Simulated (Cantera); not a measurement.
Feed: 1 mol Cu2O, 3.2 mol CH4, 1.2 mol N2, at 100000 Pa.

Equilibrium computed with Cantera from the NASA thermochemical tables; the gas is ideal and each condensed phase is pure. Candidate condensed phases: C, C6H6, C7H8, C8H18, Cu, CuO, Cu(OH)2, Cu2O, H2O; 139 gas species. Equilibrium is a limit: real reactors are often held back by kinetics, nucleation or transport.

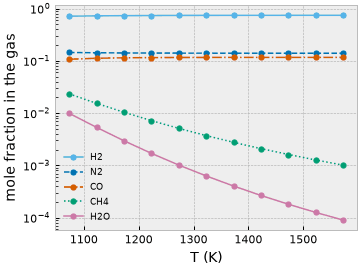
Equilibrium gas composition (values under 1e-9 drawn at 1e-9)

### Question
Read off the mole fractions at 1423 K.

### Answer
H2 about 0.74, N2 about 0.14, CO about 0.12, CH4 about 0.0021, H2O about 0.00027.
